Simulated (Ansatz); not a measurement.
## SnH$_{3}$BrCl$_{2}$O: geometry relaxation

- system: SnH$_{3}$BrCl$_{2}$O
- method: RKS PBE-D4/def2-SVP (Ansatz 0.2.0)

It belongs to a series of runs on one base structure; here: end point B relaxed. Figures and captions count atoms from 1; the log counts them from 0 in places.

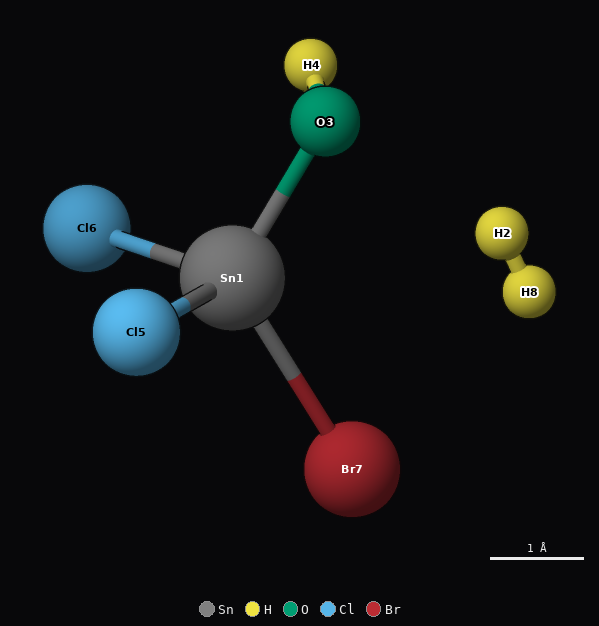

**Figure 1.** The structure as given in the input (ball-and-stick view, seen at a tilt; atoms are numbered from 1 in the order of the input). Sticks mark near contacts.

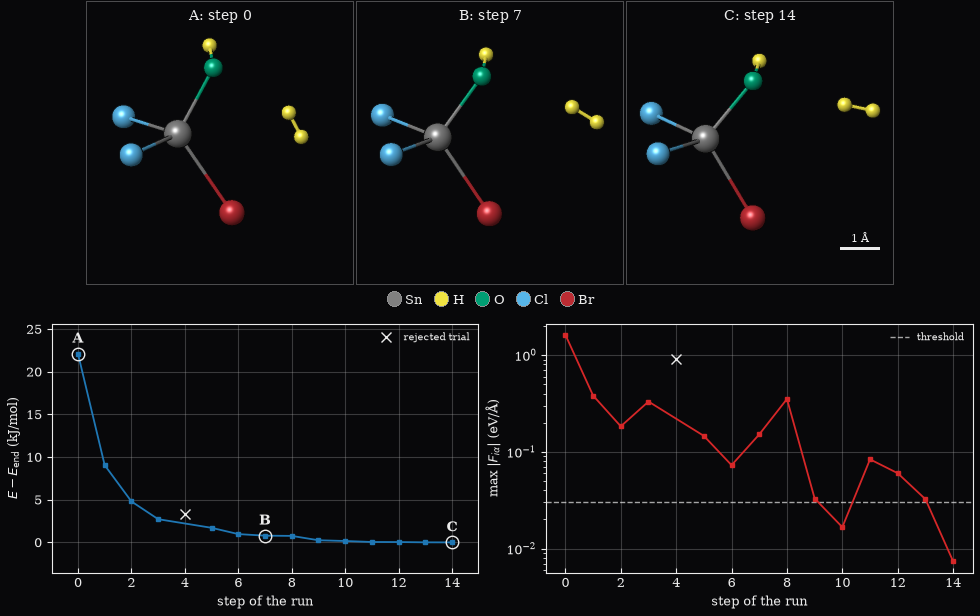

**Figure 2.** Frames of the relaxation (ball-and-stick view, seen at a tilt) above the curves, on which the letters mark them (the first geometry is step 0 here and step 1 in the log).

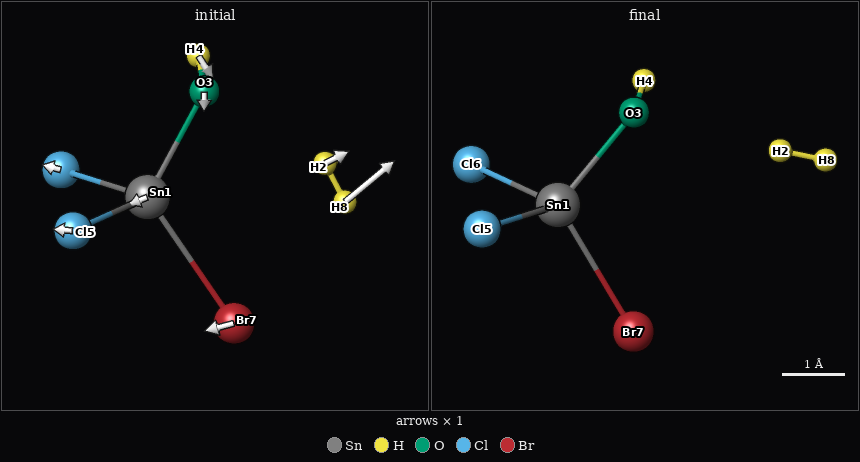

**Figure 3.** Before (left) and after (right) the relaxation, at one scale (ball-and-stick view, seen at a tilt). The white arrows give the displacements, at true length. The energy falls by 22.1 kJ/mol in 14 geometry steps. Largest force component: 1.6 eV/Å at the start, 0.0074 eV/Å at the end. The line search rejected the trial step at point 4 (counted from 0) and went back. The largest move after the best rigid fit is that of H8, 1.07 Å. Largest moves by element: H 1.07 Å, Br 0.52 Å, Sn 0.35 Å, O 0.34 Å, Cl 0.34 Å. Among the contacts that change: Sn1–Br7 2.565 → 2.487 Å, H2–H8 0.722 → 0.770 Å. Among the angles that change: O3–Sn1–Br7 119.0° → 112.0°, Cl5–Sn1–Br7 107.1° → 109.9°, O3–Sn1–Cl6 106.0° → 108.7°. (Atoms are counted from 1 in the order of the input.)

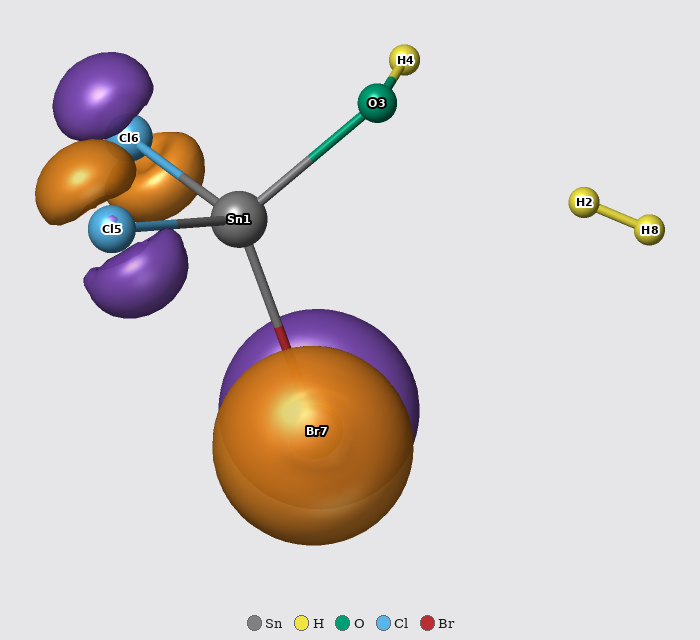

**Figure 4.** One frontier orbital at ±0.15 Å⁻³ᐟ² (orange and purple are the two phases), seen at a tilt. The HOMO−1, at −7.65 eV.

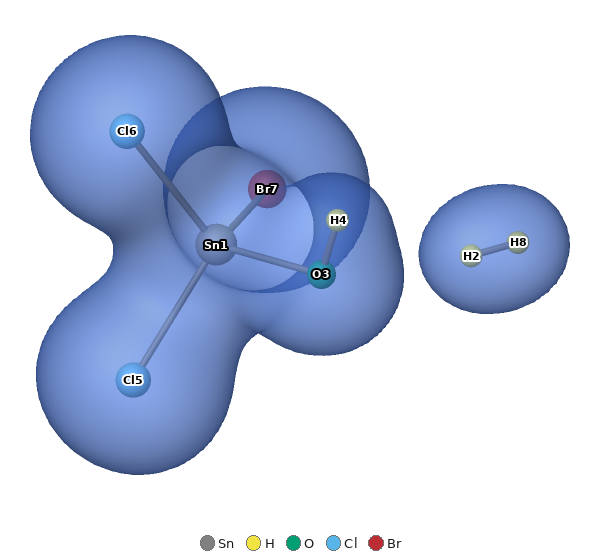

**Figure 5.** Isosurface of the electron density at 0.1 e/Å³ (blue), seen from the side. At this value the surface falls into two separate pieces. It is pinched off along the O···H (2.46 Å) contacts. On the grid the lowest density along these lines, outside the cores, is 0.07 e/Å³ (O···H, 2.46 Å), 0.71 e/Å³ (Sn–O, 1.99 Å), 0.54 e/Å³ (Sn–Cl, 2.34 Å) and 0.49 e/Å³ (Sn–Br, 2.49 Å).

The input that produced these results follows, with the program's output.

The input:
```yaml
crystal:
  periodic: [false, false, false]
  atoms:
    - { symbol: Sn, position_ang: [-0.648186, -0.019291, -0.514643] }
    - { symbol: H, position_ang: [0.355018, 0.02865, 2.256228] }
    - { symbol: O, position_ang: [1.239473, -0.027361, 0.136115] }
    - { symbol: H, position_ang: [1.59936, -0.923301, -0.017433] }
    - { symbol: Cl, position_ang: [-0.905229, 1.985017, -1.700678] }
    - { symbol: Cl, position_ang: [-0.86142, -1.90112, -1.910789] }
    - { symbol: Br, position_ang: [-2.555582, -0.133607, 1.197191] }
    - { symbol: H, position_ang: [-0.234233, 0.038913, 2.67331] }
basis:
  gaussian: { orbitals: def2-SVP }
hamiltonian:
  xc: pbe
  dispersion: d4
relax:
  f_tol: 0.03
  max_steps: 50
output:
  orbitals: {}
```

Launched with:
```bash
ansatz run input.yaml --threads 4 --pin off --max-ram 5120MiB --backend cpu --events-out ev --progress --plain --runs-dir out
```

Log:
```
The last accepted step is kept in [file] (removed where the run ends without a failure and the disk answers)
Engine: ansatz 0.2.0, x86_64-unknown-linux-gnu
Functional definition: PBE
  parameter kappa = 0.804
  parameter beta = 0.06672455060314922
  exchange = pbe_x(kappa = kappa, mu = beta*pi^2/3)
  correlation = pbe_c(beta = beta)
1343 factors; their error is unknown
mean field evaluation 1: about -102973.9476 eV, gradient 5.9e1 eV
mean field evaluation 2: about -102862.0627 eV, gradient 1.8e2 eV
mean field evaluation 4: about -102979.4999 eV, gradient 2.2e1 eV
mean field evaluation 8: about -102980.8503 eV, gradient 2.8e-1 eV
mean field evaluation 16: about -102980.7657 eV, gradient 7.4e-4 eV
mean field -102980.76574163 eV, -3784.4733381349 hartree, gradient 5.5e-5 eV, S^2 0.000000; 0 other end points of the search recorded, 0 dependent functions left out
the calculation of the forces begins
reference -102980.76577929 eV, -3784.4733395186 hartree; 51, 51 occupied and 72, 72 virtual orbitals, 1343 factors
relax step   1: F+E_penalty+E_count = -102981.03620059 eV  Δ(F+E_penalty+E_count) = +0.000e0 eV  max|allowed force component| = 1.620e0 eV/Å  Δτ_max = 0.0000 Å  (27 SCF iters, accepted)
these checks for a lower state are left out or cut short: starts, cluster_reference, orbital_swaps, neighbouring_geometries, increment
1343 factors; their error is unknown
mean field -102980.90058899 eV, -3784.4782936839 hartree, gradient 1.2e-5 eV, S^2 0.000000; 0 other end points of the search recorded, 0 dependent functions left out
[... from here on the field's lines of each further geometry are left out, up to the last ...]
relax step   2: F+E_penalty+E_count = -102981.17160991 eV  Δ(F+E_penalty+E_count) = -1.354e-1 eV  max|allowed force component| = 3.816e-1 eV/Å  Δτ_max = 0.1984 Å  (29 SCF iters, accepted)
relax step   3: F+E_penalty+E_count = -102981.21565265 eV  Δ(F+E_penalty+E_count) = -4.404e-2 eV  max|allowed force component| = 1.835e-1 eV/Å  Δτ_max = 0.1933 Å  (28 SCF iters, accepted)
relax step   4: F+E_penalty+E_count = -102981.23721846 eV  Δ(F+E_penalty+E_count) = -2.157e-2 eV  max|allowed force component| = 3.312e-1 eV/Å  Δτ_max = 0.1947 Å  (29 SCF iters, accepted)
relax step   5: F+E_penalty+E_count = -102981.23054407 eV  Δ(F+E_penalty+E_count) = +6.674e-3 eV  max|allowed force component| = 9.072e-1 eV/Å  Δτ_max = 0.1828 Å  (29 SCF iters, rejected (line search))
relax step   6: F+E_penalty+E_count = -102981.24771194 eV  Δ(F+E_penalty+E_count) = -1.049e-2 eV  max|allowed force component| = 1.462e-1 eV/Å  Δτ_max = 0.0914 Å  (28 SCF iters, accepted)
relax step   7: F+E_penalty+E_count = -102981.25534510 eV  Δ(F+E_penalty+E_count) = -7.633e-3 eV  max|allowed force component| = 7.285e-2 eV/Å  Δτ_max = 0.1000 Å  (27 SCF iters, accepted)
relax step   8: F+E_penalty+E_count = -102981.25725778 eV  Δ(F+E_penalty+E_count) = -1.913e-3 eV  max|allowed force component| = 1.516e-1 eV/Å  Δτ_max = 0.0848 Å  (27 SCF iters, accepted)
relax step   9: F+E_penalty+E_count = -102981.25753288 eV  Δ(F+E_penalty+E_count) = -2.751e-4 eV  max|allowed force component| = 3.518e-1 eV/Å  Δτ_max = 0.0658 Å  (28 SCF iters, accepted)
relax step  10: F+E_penalty+E_count = -102981.26281262 eV  Δ(F+E_penalty+E_count) = -5.280e-3 eV  max|allowed force component| = 3.295e-2 eV/Å  Δτ_max = 0.0745 Å  (27 SCF iters, accepted)
relax step  11: F+E_penalty+E_count = -102981.26372886 eV  Δ(F+E_penalty+E_count) = -9.162e-4 eV  max|allowed force component| = 1.667e-2 eV/Å  Δτ_max = 0.0462 Å  (27 SCF iters, accepted)
relax step  12: F+E_penalty+E_count = -102981.26493731 eV  Δ(F+E_penalty+E_count) = -1.208e-3 eV  max|allowed force component| = 8.370e-2 eV/Å  Δτ_max = 0.1169 Å  (27 SCF iters, accepted)
relax step  13: F+E_penalty+E_count = -102981.26500639 eV  Δ(F+E_penalty+E_count) = -6.907e-5 eV  max|allowed force component| = 6.015e-2 eV/Å  Δτ_max = 0.0251 Å  (27 SCF iters, accepted)
relax step  14: F+E_penalty+E_count = -102981.26534567 eV  Δ(F+E_penalty+E_count) = -3.393e-4 eV  max|allowed force component| = 3.243e-2 eV/Å  Δτ_max = 0.0160 Å  (27 SCF iters, accepted)
the calculation of the forces begins
reference -102981.00968369 eV, -3784.4823028401 hartree; 51, 51 occupied and 72, 72 virtual orbitals, 1343 factors
relax step  15: F+E_penalty+E_count = -102981.26542033 eV  Δ(F+E_penalty+E_count) = -7.466e-5 eV  max|allowed force component| = 7.402e-3 eV/Å  Δτ_max = 0.0124 Å  (26 SCF iters, accepted)
1343 factors; their error is unknown
mean field evaluation 128: about -102981.0096 eV, gradient 2.1e-2 eV
mean field -102981.00964377 eV, -3784.4823013730 hartree, gradient 9.0e-5 eV, S^2 0.000000; 1 other end points of the search recorded, 0 dependent functions left out
the calculation of the forces begins
reference -102981.00968369 eV, -3784.4823028401 hartree; 51, 51 occupied and 72, 72 virtual orbitals, 1343 factors
Total energy: -102981.26546026 eV, -3784.4917024556 hartree
Atom 0 at    -0.819940    -0.022128    -0.814668 Å, force    -0.003224    -0.001993    -0.002114 eV/Å
Atom 1 at     0.619249     0.061544     2.634375 Å, force     0.000791     0.000050     0.000004 eV/Å
Atom 2 at     0.903332     0.038588     0.187303 Å, force     0.007402     0.001174     0.005666 eV/Å
Atom 3 at     1.240807    -0.874421     0.301729 Å, force    -0.004988     0.001749    -0.002803 eV/Å
Atom 4 at    -0.922247     1.963347    -2.049252 Å, force    -0.000461    -0.000490    -0.000204 eV/Å
Atom 5 at    -0.796595    -1.893189    -2.242818 Å, force     0.000376    -0.000382     0.000218 eV/Å
Atom 6 at    -2.778219    -0.174887     0.710161 Å, force    -0.000312     0.000725    -0.000875 eV/Å
Atom 7 at     0.542814    -0.050954     3.392470 Å, force     0.000416    -0.000833     0.000108 eV/Å
Dipole moment:     0.068487    -0.254376     0.083039 e Å
```

Trajectory as extended XYZ (Å, eV, eV/Å), 13 of the 15 frames kept, from step=1 to step=15:
```
8
Properties=species:S:1:pos:R:3:forces:R:3 step=1 energy=-102981.03620
Sn   -0.6482   -0.0193   -0.5146   -0.6272   0.0129   0.3446
H     0.3550    0.0286    2.2562    1.6201  -0.0156  -0.8533
O     1.2395   -0.0274    0.1361   -0.1006   0.1292  -0.0156
H     1.5994   -0.9233   -0.0174    0.0679  -0.1443   0.0064
Cl   -0.9052    1.9850   -1.7007    0.0070   0.0008  -0.0033
Cl   -0.8614   -1.9011   -1.9108    0.0020  -0.0344  -0.0411
Br   -2.5556   -0.1336    1.1972    0.3728   0.0111  -0.6182
H    -0.2342    0.0389    2.6733   -1.3419   0.0403   1.1806
8
Properties=species:S:1:pos:R:3:forces:R:3 step=2 energy=-102981.17161
Sn   -0.6990   -0.0232   -0.5602    0.3816   0.0041  -0.3439
H     0.4804    0.0350    2.4099    0.0907   0.0116   0.0075
O     1.1859   -0.0212    0.1085   -0.0767  -0.0273   0.0085
H     1.5559   -0.9242    0.0032   -0.0613   0.0398   0.0043
Cl   -0.9247    1.9919   -1.7315    0.0074   0.0172  -0.0453
Cl   -0.8772   -1.9127   -1.9543    0.0048  -0.0165  -0.0613
Br   -2.5526   -0.1436    1.0430   -0.3572  -0.0312   0.2729
H    -0.1795    0.0460    2.8007    0.0109   0.0022   0.1573
8
Properties=species:S:1:pos:R:3:forces:R:3 step=3 energy=-102981.21565
Sn   -0.7119   -0.0251   -0.6372   -0.0128   0.0006  -0.0353
H     0.5371    0.0428    2.5508    0.1789   0.0103  -0.1274
O     1.1571   -0.0137    0.0685   -0.0660  -0.0693   0.0412
H     1.5111   -0.9285    0.0195   -0.0492   0.0704   0.0140
Cl   -0.9339    1.9904   -1.8108    0.0067  -0.0134  -0.0213
Cl   -0.8783   -1.9110   -2.0397    0.0034   0.0083  -0.0327
Br   -2.5956   -0.1554    0.9931    0.0735  -0.0024  -0.0219
H    -0.0965    0.0483    2.9752   -0.1344  -0.0045   0.1835
8
Properties=species:S:1:pos:R:3:forces:R:3 step=5 energy=-102981.23054 accepted=F
Sn   -0.7411   -0.0259   -0.7566   -0.0820  -0.0080   0.0622
H     0.5395    0.0768    2.5908   -0.5599  -0.0884   0.9036
O     1.0723    0.0004    0.0775    0.0491  -0.2433   0.0251
H     1.3993   -0.9273    0.1425   -0.0803   0.2439  -0.0080
Cl   -0.9466    1.9794   -1.9478    0.0148  -0.0155  -0.0022
Cl   -0.8782   -1.8900   -2.1903    0.0116   0.0197   0.0014
Br   -2.5785   -0.1760    0.9251    0.0550   0.0037  -0.0749
H     0.1226    0.0104    3.2781    0.5917   0.0879  -0.9072
8
Properties=species:S:1:pos:R:3:forces:R:3 step=6 energy=-102981.24771
Sn   -0.7462   -0.0265   -0.7250   -0.1066  -0.0099  -0.0296
H     0.5810    0.0578    2.5894   -0.1307   0.0040   0.1094
O     1.0656   -0.0056    0.1002    0.0968  -0.1058   0.0491
H     1.4144   -0.9240    0.1239   -0.0512   0.1095   0.0000
Cl   -0.9372    1.9811   -1.9163    0.0060  -0.0167  -0.0004
Cl   -0.8655   -1.8911   -2.1604    0.0037   0.0178  -0.0019
Br   -2.6066   -0.1760    0.9251    0.0359   0.0026  -0.0341
H     0.0837    0.0322    3.1825    0.1462  -0.0013  -0.0924
8
Properties=species:S:1:pos:R:3:forces:R:3 step=7 energy=-102981.25534
Sn   -0.7594   -0.0304   -0.7415   -0.0127   0.0102   0.0190
H     0.5597    0.0757    2.5708   -0.0568  -0.0050   0.0607
O     1.0393   -0.0082    0.1207   -0.0030  -0.0115   0.0071
H     1.3842   -0.9254    0.1503   -0.0009   0.0082   0.0092
Cl   -0.9290    1.9791   -1.9290   -0.0023   0.0048  -0.0126
Cl   -0.8532   -1.8843   -2.1882   -0.0022  -0.0092  -0.0154
Br   -2.6212   -0.1841    0.9016    0.0051  -0.0017  -0.0214
H     0.1687    0.0254    3.2347    0.0729   0.0043  -0.0465
8
Properties=species:S:1:pos:R:3:forces:R:3 step=8 energy=-102981.25726
Sn   -0.7767   -0.0278   -0.7619    0.1516  -0.0597   0.0812
H     0.5565    0.0653    2.5769   -0.0121   0.0029  -0.0103
O     1.0106   -0.0075    0.1350   -0.0418   0.0493  -0.0139
H     1.3841   -0.9126    0.1888   -0.1056   0.0166  -0.0438
Cl   -0.9313    1.9761   -1.9610    0.0030   0.0013   0.0009
Cl   -0.8518   -1.8818   -2.2090   -0.0096  -0.0112  -0.0189
Br   -2.6437   -0.1802    0.8730   -0.0095   0.0040  -0.0140
H     0.2414    0.0164    3.2775    0.0240  -0.0033   0.0188
8
Properties=species:S:1:pos:R:3:forces:R:3 step=9 energy=-102981.25753
Sn   -0.7761   -0.0441   -0.7574    0.0533   0.0594  -0.0066
H     0.5363    0.0520    2.5444    0.1080   0.0325  -0.3284
O     1.0048    0.0175    0.1464   -0.0443  -0.0429  -0.0247
H     1.3631   -0.8902    0.2395   -0.0368   0.0102  -0.0097
Cl   -0.9163    1.9669   -1.9495   -0.0046  -0.0139  -0.0058
Cl   -0.8598   -1.8871   -2.2206    0.0159   0.0035   0.0230
Br   -2.6690   -0.1784    0.8492    0.0043  -0.0193   0.0003
H     0.3063    0.0113    3.2672   -0.0958  -0.0295   0.3518
8
Properties=species:S:1:pos:R:3:forces:R:3 step=10 energy=-102981.26281
Sn   -0.7826   -0.0315   -0.7805    0.0121   0.0077  -0.0012
H     0.5417    0.0647    2.5708    0.0121   0.0089  -0.0225
O     0.9824    0.0083    0.1475    0.0070   0.0078  -0.0010
H     1.3181   -0.9069    0.2467   -0.0102  -0.0065  -0.0034
Cl   -0.9245    1.9758   -1.9753    0.0012  -0.0034  -0.0059
Cl   -0.8370   -1.8823   -2.2337    0.0018  -0.0009  -0.0020
Br   -2.6708   -0.1896    0.8271   -0.0242  -0.0055   0.0030
H     0.3620    0.0095    3.3167    0.0002  -0.0082   0.0329
8
Properties=species:S:1:pos:R:3:forces:R:3 step=11 energy=-102981.26373
Sn   -0.7886   -0.0295   -0.7889   -0.0116   0.0033   0.0098
H     0.5496    0.0682    2.5879    0.0106   0.0045  -0.0109
O     0.9683    0.0114    0.1537    0.0087   0.0012   0.0005
H     1.3029   -0.9045    0.2515   -0.0060   0.0001   0.0002
Cl   -0.9242    1.9732   -1.9916    0.0007   0.0011  -0.0038
Cl   -0.8305   -1.8819   -2.2403    0.0022  -0.0037  -0.0020
Br   -2.6893   -0.1895    0.8068   -0.0050  -0.0014  -0.0105
H     0.4009    0.0005    3.3400    0.0003  -0.0052   0.0167
8
Properties=species:S:1:pos:R:3:forces:R:3 step=13 energy=-102981.26501
Sn   -0.8136   -0.0206   -0.8067   -0.0113  -0.0145  -0.0173
H     0.6161    0.0696    2.6296   -0.0075  -0.0092   0.0595
O     0.9195    0.0299    0.1806   -0.0082  -0.0121   0.0038
H     1.2456   -0.8874    0.2972   -0.0059   0.0185  -0.0014
Cl   -0.9227    1.9634   -2.0434    0.0015   0.0043   0.0148
Cl   -0.8055   -1.8815   -2.2488    0.0044  -0.0046   0.0061
Br   -2.7688   -0.1875    0.7229    0.0175   0.0094  -0.0054
H     0.5187   -0.0379    3.3879    0.0094   0.0081  -0.0601
8
Properties=species:S:1:pos:R:3:forces:R:3 step=14 energy=-102981.26535
Sn   -0.8178   -0.0239   -0.8145   -0.0004   0.0128   0.0261
H     0.6170    0.0629    2.6302    0.0001   0.0011   0.0005
O     0.9072    0.0353    0.1861   -0.0165   0.0291  -0.0092
H     1.2409   -0.8783    0.3000    0.0143  -0.0324   0.0053
Cl   -0.9214    1.9652   -2.0420   -0.0011   0.0050  -0.0069
Cl   -0.7982   -1.8914   -2.2450    0.0008  -0.0136  -0.0111
Br   -2.7721   -0.1782    0.7160    0.0016  -0.0004  -0.0052
H     0.5336   -0.0436    3.3884    0.0011  -0.0016   0.0005
8
Properties=species:S:1:pos:R:3:forces:R:3 step=15 energy=-102981.26542
Sn   -0.8199   -0.0221   -0.8147   -0.0032  -0.0020  -0.0021
H     0.6192    0.0615    2.6344    0.0008   0.0001   0.0000
O     0.9033    0.0386    0.1873    0.0074   0.0012   0.0057
H     1.2408   -0.8744    0.3017   -0.0050   0.0017  -0.0028
Cl   -0.9222    1.9633   -2.0493   -0.0005  -0.0005  -0.0002
Cl   -0.7966   -1.8932   -2.2428    0.0004  -0.0004   0.0002
Br   -2.7782   -0.1749    0.7102   -0.0003   0.0007  -0.0009
H     0.5428   -0.0510    3.3925    0.0004  -0.0008   0.0001
```

Summary:

```csv
quantity,value
outcome,converged
total energy,−102981.2655 eV
mean-field energy,−102981.0097 eV
largest force (length of the vector) at the end,0.009 eV/Å
hardware,"4 threads of Intel Xeon @ 2.50GHz (Skylake/Cascade Lake), 32 GiB of memory available, shared host"
wall time,24 s (CPU time 82 s)
peak memory,0.22 GiB
```
